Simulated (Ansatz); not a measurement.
**CHClGa+ (triplet): from Hartree-Fock to the top rungs, cc-pVDZ**

How much of the correlation energy of CHClGa+ (triplet) does each wave-function method recover here?

Program: Ansatz 0.2.0, Gaussian basis. Level of theory: cc-pVDZ, core rule «outside noble gas», up to 20 orbitals frozen. These are calculated values, not measurements.

To be run: UHF; CCSD(T) on ROHF; CCSD(T) on UHF; BCCD(T) on ROHF; CISD; CCSDT(Q) on ROHF; CCSDT(Q) on UHF; CASSCF and NEVPT2, 10 electrons in 10 orbitals.

23 further runs of the same task are left out: 2 for a known fault of the program, 7 that didn't finish, 14 set aside as unsound or not needed.

## 1. The system

The geometry is a PBE0/def2-TZVP stationary point (not a proven minimum) of the parent state, kept for this charge and spin. No spin-orbit coupling is included. The filled d shell of Ga may be among the frozen orbitals whatever the setting's name suggests; the logs give the count.

4 atoms, charge 1, spin multiplicity 3.

Atoms are counted from 1 here; the program's logs count them from 0.

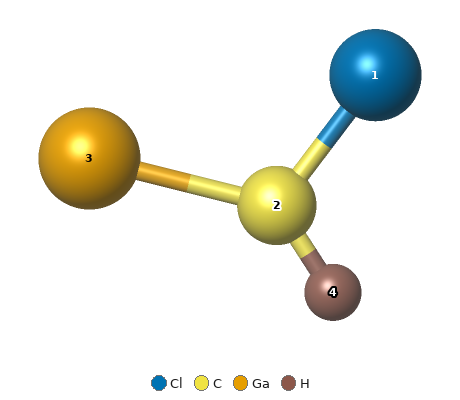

The structure; chlorine blue, carbon yellow, gallium amber, hydrogen brown; atoms are numbered from 1 in the order of the file.

## 2. UHF

in.yaml

```yaml
crystal:
  periodic: [false, false, false]
  atoms:
    - {symbol: Cl, position_ang: [0.000000, -0.224282, 1.993212]}
    - {symbol: C, position_ang: [0.000000, 0.873891, 0.661996]}
    - {symbol: Ga, position_ang: [0.000000, -0.064009, -1.142342]}
    - {symbol: H, position_ang: [0.000000, 1.903187, 1.023017]}
basis:
  gaussian: {orbitals: cc-pVDZ}
total_charge: 1
magnetization: {spin_polarized: true, initial_magnetization: 2}
hamiltonian: {xc: hf}
output: {orbitals: {seedname: orbitals}}
```

Command:

```sh
> ansatz run in.yaml --threads 1 --pin off --events-out ev --progress --plain --max-ram 2393MiB
```

Further steps of the session: CCSD(T) on ROHF; CCSD(T) on UHF; BCCD(T) on ROHF; CISD; CCSDT(Q) on ROHF; CCSDT(Q) on UHF; CASSCF and NEVPT2, 10 electrons in 10 orbitals.

**Question.** What will the summary of the whole plan be? Wanted: UCCSDT(Q) below the RHF energy; RMP2 from UCCSDT(Q); UMP2 from UCCSDT(Q); RCCSD from UCCSDT(Q); RCCSD(T) from UCCSDT(Q); UCCSD(T) from UCCSDT(Q); RCCSDT(Q) from UCCSDT(Q); NEVPT2 frontier from UCCSDT(Q); T1 diagnostic.

The runs gave:

| quantity | value |
| --- | --- |
| UCCSDT(Q) below the RHF energy | -8.9430 eV |
| RMP2 from UCCSDT(Q) | +28.01 kcal/mol |
| UMP2 from UCCSDT(Q) | +29.95 kcal/mol |
| RCCSD from UCCSDT(Q) | +8.27 kcal/mol |
| RCCSD(T) from UCCSDT(Q) | +1.53 kcal/mol |
| UCCSD(T) from UCCSDT(Q) | +1.49 kcal/mol |
| RCCSDT(Q) from UCCSDT(Q) | +0.28 kcal/mol |
| NEVPT2 frontier from UCCSDT(Q) | +27.36 kcal/mol |
| levels within 1 kcal/mol (43 meV) | RCCSDT, UCCSDT, RCCSDT(Q) |
| T1 diagnostic | 0.038 |

In words: RCCSD(T) misses by +1.53 kcal/mol, 0.7 % of the correlation energy. These misses are within one basis, not against nature; the frozen cores of restricted and unrestricted runs differ, which can shift their rows.
